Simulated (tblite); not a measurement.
## C5H10B2Ge: geometry relaxation (part 3 of 3)

The same run, continued: C5H10B2Ge; GFN2-xTB geometry optimisation, gas phase (tblite 0.8.0). It belongs to a series of runs on one base structure; here: BH inserted into a C-Ge bond.

Geometry of the input (Å):
```
C  3.8053  1.5708  0.6363
C  3.0849  0.8549  -0.0262
B  2.2105  -0.0711  -0.8494
Ge 0.9486  -1.3865  -0.0296
B  -0.8737  -1.3968  -0.8198
C  -1.7967  -0.1726  -1.0911
C  -1.6134  1.1640  -0.4640
C  -2.6218  0.2234  0.1390
H  4.4304  2.2167  1.2254
H  2.2535  -0.0032  -2.0278
H  1.5994  -2.7990  -0.2617
H  0.9437  -1.2103  1.5313
H  -1.2412  -2.4213  -1.3086
H  -2.2998  -0.1700  -2.0762
H  -0.7238  1.4537  0.1233
H  -2.0887  1.9930  -1.0281
H  -3.7006  0.3598  -0.0772
H  -2.3254  -0.1990  1.1280
```

## Trajectory as extended XYZ, continued
```
18
Properties=species:S:1:pos:R:3:forces:R:3 step=126 energy=-545.81382
C     3.2106    1.8261    0.4804   -0.0030  -0.0270   0.0030
C     2.8817    0.7992   -0.0660   -0.0140   0.0300  -0.0640
B     2.4530   -0.4558   -0.7477    0.0420  -0.0090  -0.0160
Ge    0.8002   -1.4324   -0.1241    0.0180   0.0050   0.0140
B    -0.8454   -1.2680   -1.2807   -0.0040  -0.0070   0.0320
C    -1.8735   -0.1538   -1.0542   -0.0050   0.0050   0.0240
C    -1.4593    1.1585   -0.4024   -0.0030  -0.0030   0.0080
C    -2.2831    0.2095    0.3706   -0.0130  -0.0130  -0.0150
H     3.5104    2.7152    0.9565   -0.0120   0.0010   0.0100
H     3.0877   -0.8361   -1.6580   -0.0380  -0.0030   0.0250
H     1.1575   -2.8860    0.0754   -0.0030   0.0000  -0.0190
H     0.5368   -1.0321    1.3097   -0.0290  -0.0220   0.0100
H    -1.0174   -2.0136   -2.1692    0.0450   0.0120  -0.0070
H    -2.6870   -0.0479   -1.7681    0.0210   0.0040   0.0050
H    -0.4188    1.2736   -0.1294    0.0000  -0.0040  -0.0050
H    -1.9160    2.0624   -0.7784    0.0040  -0.0060   0.0020
H    -3.3274    0.4304    0.5339    0.0020   0.0140   0.0090
H    -1.8188   -0.3428    1.1752   -0.0100   0.0230  -0.0170
18
Properties=species:S:1:pos:R:3:forces:R:3 step=133 energy=-545.82153
C     3.0465    1.8824    0.3666   -0.0490   0.0260  -0.0290
C     2.8042    0.8134   -0.1433   -0.0200  -0.0570   0.0020
B     2.4729   -0.5229   -0.7203    0.0030   0.0600   0.0050
Ge    0.8013   -1.4836   -0.1177    0.0160  -0.0280   0.0250
B    -0.8262   -1.2474   -1.2870    0.0340   0.0130  -0.0460
C    -1.8214   -0.1068   -1.0493    0.0200   0.0680   0.0080
C    -1.3852    1.1595   -0.3208    0.0090  -0.0360  -0.0110
C    -2.2743    0.2067    0.3719    0.0200   0.0310   0.0070
H     3.2496    2.8234    0.7931    0.0220  -0.0320  -0.0010
H     3.1786   -0.9707   -1.5404   -0.0100  -0.0080  -0.0040
H     1.1259   -2.9499    0.0580   -0.0160   0.0270  -0.0060
H     0.5237   -1.0976    1.3190   -0.0100  -0.0290  -0.0110
H    -0.9972   -1.9445   -2.2155    0.0520  -0.0050   0.0290
H    -2.5942    0.0641   -1.7943   -0.0220  -0.0030   0.0210
H    -0.3499    1.2165   -0.0073   -0.0540   0.0170  -0.0010
H    -1.7938    2.0988   -0.6648    0.0180  -0.0280  -0.0210
H    -3.3151    0.4581    0.5113    0.0050   0.0170   0.0020
H    -1.8542   -0.3931    1.1646   -0.0200  -0.0340   0.0320
18
Properties=species:S:1:pos:R:3:forces:R:3 step=140 energy=-545.82859
C     2.8757    1.9103    0.2572   -0.0220   0.0010  -0.0190
C     2.7296    0.8008   -0.2004   -0.0050  -0.0050   0.0200
B     2.4816   -0.5834   -0.6970   -0.0360   0.0180   0.0180
Ge    0.8045   -1.5323   -0.0963    0.0030   0.0140   0.0200
B    -0.7772   -1.2055   -1.3006   -0.0080   0.0140  -0.0100
C    -1.7734   -0.0712   -1.0353    0.0150   0.0020   0.0220
C    -1.3272    1.1622   -0.2601   -0.0090  -0.0050   0.0000
C    -2.2538    0.2114    0.3844    0.0250  -0.0020  -0.0320
H     3.0096    2.8809    0.6423    0.0190  -0.0170  -0.0130
H     3.2263   -1.0666   -1.4584    0.0210   0.0090  -0.0140
H     1.0784   -3.0059    0.0628    0.0050  -0.0320  -0.0160
H     0.5193   -1.1615    1.3411   -0.0120  -0.0060  -0.0020
H    -0.9062   -1.8367   -2.2799    0.0300  -0.0280  -0.0040
H    -2.5267    0.1363   -1.7912   -0.0030   0.0090   0.0180
H    -0.3015    1.1931    0.0817   -0.0010  -0.0050  -0.0050
H    -1.7038    2.1158   -0.5990   -0.0120   0.0070   0.0160
H    -3.2905    0.4874    0.5048   -0.0050   0.0010  -0.0010
H    -1.8735   -0.4287    1.1676   -0.0050   0.0260   0.0010
18
Properties=species:S:1:pos:R:3:forces:R:3 step=146 energy=-545.83034
C     2.8121    1.9223    0.2069    0.0110   0.0180   0.0280
C     2.6904    0.7972   -0.2174   -0.0100  -0.0050  -0.0020
B     2.4683   -0.5996   -0.6882    0.0000   0.0010  -0.0040
Ge    0.8045   -1.5584   -0.0771   -0.0220  -0.0050  -0.0050
B    -0.7573   -1.1968   -1.2982    0.0120   0.0130   0.0120
C    -1.7446   -0.0541   -1.0337    0.0090   0.0080   0.0040
C    -1.3002    1.1629   -0.2315   -0.0110  -0.0070   0.0060
C    -2.2504    0.2129    0.3791    0.0110   0.0030   0.0120
H     2.9367    2.8997    0.5771    0.0040   0.0000  -0.0240
H     3.2222   -1.0762   -1.4464    0.0000   0.0050   0.0030
H     1.0713   -3.0370    0.0646   -0.0060   0.0050  -0.0040
H     0.5117   -1.1912    1.3588   -0.0030  -0.0200   0.0050
H    -0.8667   -1.8126   -2.2892    0.0010  -0.0210  -0.0180
H    -2.4817    0.1770   -1.7984   -0.0040  -0.0100  -0.0030
H    -0.2802    1.1749    0.1291   -0.0200   0.0100  -0.0030
H    -1.6627    2.1263   -0.5593    0.0110  -0.0060   0.0040
H    -3.2870    0.4977    0.4834    0.0060   0.0100  -0.0100
H    -1.8952   -0.4386    1.1640    0.0120  -0.0010  -0.0010
18
Properties=species:S:1:pos:R:3:forces:R:3 step=153 energy=-545.83099
C     2.8008    1.9256    0.1996    0.0030   0.0170  -0.0010
C     2.6778    0.7982   -0.2179   -0.0020  -0.0210  -0.0030
B     2.4617   -0.6016   -0.6838    0.0010   0.0030   0.0040
Ge    0.8020   -1.5670   -0.0710    0.0060  -0.0140  -0.0070
B    -0.7511   -1.1948   -1.2965    0.0080  -0.0020  -0.0050
C    -1.7326   -0.0467   -1.0352   -0.0010  -0.0050  -0.0020
C    -1.2953    1.1664   -0.2241   -0.0010  -0.0030   0.0040
C    -2.2472    0.2125    0.3764    0.0000   0.0040   0.0040
H     2.9246    2.9092    0.5516    0.0060   0.0110   0.0000
H     3.2163   -1.0722   -1.4456   -0.0090   0.0030   0.0100
H     1.0641   -3.0472    0.0606    0.0020   0.0050  -0.0080
H     0.5096   -1.2130    1.3673   -0.0080  -0.0050   0.0130
H    -0.8600   -1.8143   -2.2866   -0.0040   0.0030   0.0000
H    -2.4666    0.1853   -1.8028   -0.0010   0.0040   0.0020
H    -0.2793    1.1792    0.1458    0.0090  -0.0030  -0.0070
H    -1.6549    2.1319   -0.5476   -0.0050   0.0000  -0.0080
H    -3.2847    0.4960    0.4724    0.0000   0.0010   0.0100
H    -1.8940   -0.4411    1.1608   -0.0050   0.0000  -0.0060
18
Properties=species:S:1:pos:R:3:forces:R:3 step=160 energy=-545.83167
C     2.8205    1.9338    0.2056   -0.0010  -0.0260  -0.0130
C     2.6815    0.8048   -0.2040    0.0000   0.0220   0.0130
B     2.4556   -0.5935   -0.6703    0.0000   0.0120  -0.0010
Ge    0.7978   -1.5687   -0.0714   -0.0040   0.0070   0.0160
B    -0.7543   -1.1991   -1.2990   -0.0030  -0.0010   0.0020
C    -1.7398   -0.0547   -1.0335   -0.0090   0.0030   0.0000
C    -1.2996    1.1656   -0.2343   -0.0040  -0.0010   0.0080
C    -2.2459    0.2149    0.3798   -0.0020  -0.0060  -0.0010
H     2.9583    2.9180    0.5516    0.0000   0.0000  -0.0010
H     3.2058   -1.0636   -1.4362    0.0060   0.0020   0.0020
H     1.0709   -3.0478    0.0353    0.0030  -0.0100   0.0090
H     0.4955   -1.2368    1.3724    0.0020  -0.0150  -0.0200
H    -0.8603   -1.8189   -2.2902   -0.0060   0.0220   0.0180
H    -2.4772    0.1743   -1.7986   -0.0110  -0.0060   0.0020
H    -0.2820    1.1851    0.1301    0.0170  -0.0030  -0.0090
H    -1.6651    2.1265   -0.5652    0.0040   0.0010   0.0000
H    -3.2825    0.4993    0.4844    0.0010  -0.0030  -0.0120
H    -1.8881   -0.4328    1.1672    0.0070   0.0030  -0.0130
18
Properties=species:S:1:pos:R:3:forces:R:3 step=166 energy=-545.83203
C     2.8180    1.9395    0.1990   -0.0010  -0.0010   0.0000
C     2.6755    0.8078   -0.2010   -0.0020   0.0070   0.0050
B     2.4511   -0.5922   -0.6624    0.0040  -0.0010  -0.0010
Ge    0.7956   -1.5751   -0.0685   -0.0060   0.0010  -0.0020
B    -0.7535   -1.1970   -1.2987   -0.0020   0.0010   0.0020
C    -1.7412   -0.0551   -1.0318    0.0020   0.0020   0.0000
C    -1.2967    1.1653   -0.2340    0.0060   0.0010  -0.0140
C    -2.2432    0.2161    0.3816    0.0020   0.0040   0.0000
H     2.9568    2.9261    0.5386   -0.0010  -0.0080  -0.0040
H     3.2039   -1.0626   -1.4263    0.0010   0.0050   0.0050
H     1.0742   -3.0542    0.0312   -0.0010  -0.0040  -0.0030
H     0.4872   -1.2592    1.3761    0.0010   0.0030  -0.0010
H    -0.8548   -1.8060   -2.2961   -0.0010   0.0010   0.0030
H    -2.4806    0.1728   -1.7953   -0.0010  -0.0010  -0.0010
H    -0.2760    1.1834    0.1236   -0.0060  -0.0040   0.0000
H    -1.6614    2.1263   -0.5657    0.0040   0.0010   0.0050
H    -3.2789    0.5034    0.4862   -0.0020  -0.0060   0.0010
H    -1.8847   -0.4329    1.1669    0.0030   0.0000   0.0060
18
Properties=species:S:1:pos:R:3:forces:R:3 step=173 energy=-545.83215
C     2.8099    1.9419    0.1947   -0.0050   0.0000  -0.0050
C     2.6698    0.8077   -0.1991    0.0060   0.0010  -0.0020
B     2.4534   -0.5951   -0.6567   -0.0010  -0.0010   0.0040
Ge    0.7937   -1.5774   -0.0714    0.0040   0.0020  -0.0050
B    -0.7534   -1.1942   -1.3013   -0.0080   0.0000  -0.0020
C    -1.7431   -0.0550   -1.0310    0.0020   0.0030   0.0020
C    -1.2935    1.1645   -0.2352   -0.0010   0.0040   0.0080
C    -2.2396    0.2171    0.3843    0.0000  -0.0010  -0.0010
H     2.9450    2.9312    0.5273   -0.0010  -0.0060   0.0020
H     3.2156   -1.0669   -1.4103   -0.0030   0.0060   0.0070
H     1.0679   -3.0576    0.0243    0.0020  -0.0020  -0.0010
H     0.4848   -1.2635    1.3731   -0.0010   0.0010   0.0040
H    -0.8525   -1.7982   -2.3015   -0.0020  -0.0060  -0.0050
H    -2.4845    0.1733   -1.7925    0.0000  -0.0010   0.0030
H    -0.2720    1.1784    0.1196    0.0020   0.0010   0.0010
H    -1.6557    2.1276   -0.5632   -0.0020  -0.0020  -0.0030
H    -3.2750    0.5044    0.4931    0.0020   0.0030  -0.0040
H    -1.8796   -0.4318    1.1693    0.0050   0.0000  -0.0020
```

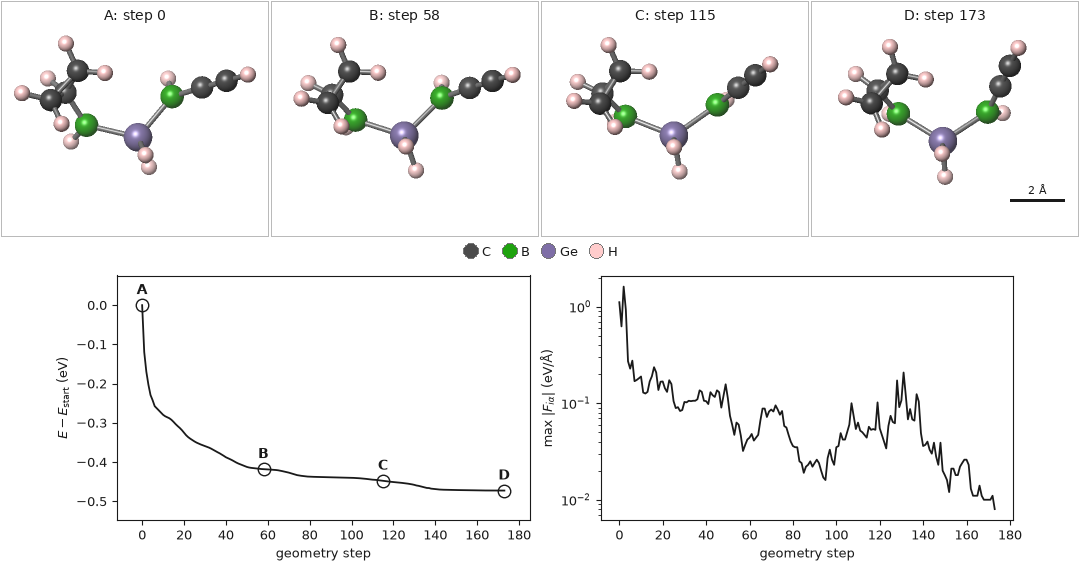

Figure 1. Frames of the relaxation (ball-and-stick view, seen at a tilt) above the curves, on which the letters mark them (steps are counted from 0).

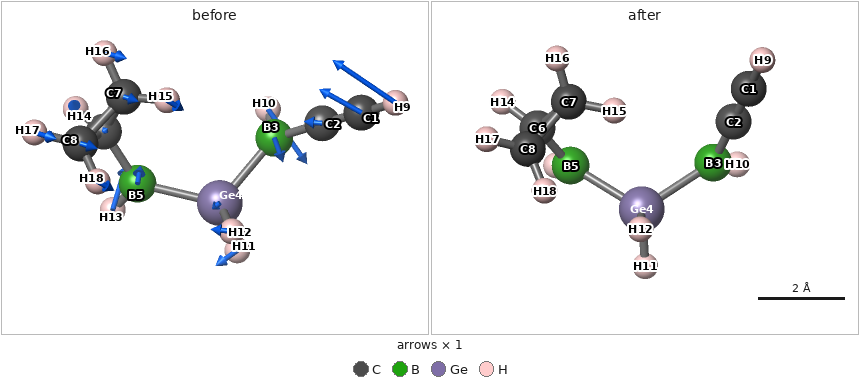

Figure 2. Before (left) and after (right) the relaxation, at one scale (ball-and-stick view, seen at a tilt). The blue arrows give the displacements, at true length. After 173 geometry steps the energy has fallen by 0.472 eV. The largest force component goes from 1.1 to 0.008 eV/Å. The atom that moves furthest after the best rigid fit is H9 (1.78 Å). By element the largest moves are H 1.78 Å, C 1.14 Å, B 0.63 Å, Ge 0.25 Å. Distances before and after: Ge4–H11 1.572 → 1.508 Å, C6–C7 1.488 → 1.524 Å, C8–H18 1.116 → 1.080 Å, C7–C8 1.505 → 1.475 Å. Among the angles that change: B5–C6–C8 112.5° → 120.4°, C6–C7–H15 124.0° → 117.4°, C8–C7–H16 112.6° → 119.0°. (Atoms are counted from 1 in the order of the input.)

## Summary

| quantity | value |
| --- | --- |
| outcome | converged |
| total energy | −545.8322 eV |
| wall time | 4.1 s |
| peak memory | 0.18 GiB |
